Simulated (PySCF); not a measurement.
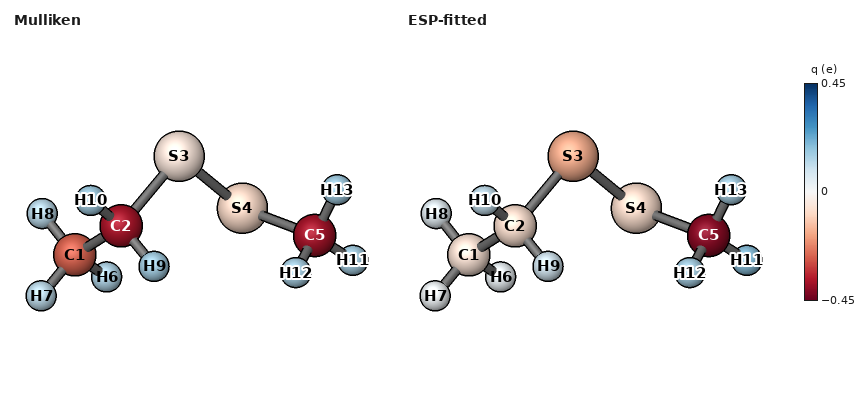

Atomic charges of one calculation by 2 schemes, on one colour scale. The computed structure is the end point of a GFN2-xTB optimisation. No frequency run is at hand to confirm it as a minimum. Level of theory: PBE0/pcSseg-1 (PySCF 2.14.0).

Question. Which scheme gives the most polar picture (largest mean size of the charges)?

Answer. The Mulliken charges are the largest in size here.

Question. On which atom do the schemes disagree most?

Answer. On C2 (from −0.37 to −0.07 e).

List the charges (e), one line for each set of equivalent atoms.

| atom | Mulliken | ESP-fitted |
| --- | --- | --- |
| C1 | −0.27 | −0.06 |
| C2 | −0.37 | −0.07 |
| S3 | −0.05 | −0.16 |
| S4 | −0.08 | −0.08 |
| C5 | −0.37 | −0.41 |
| H6 | 0.14 | 0.03 |
| H7 | 0.12 | 0.02 |
| H8 | 0.12 | 0.05 |
| H9 | 0.15 | 0.09 |
| H10 | 0.16 | 0.11 |
| H11 | 0.15 | 0.19 |
| H12 | 0.15 | 0.15 |
| H13 | 0.16 | 0.15 |
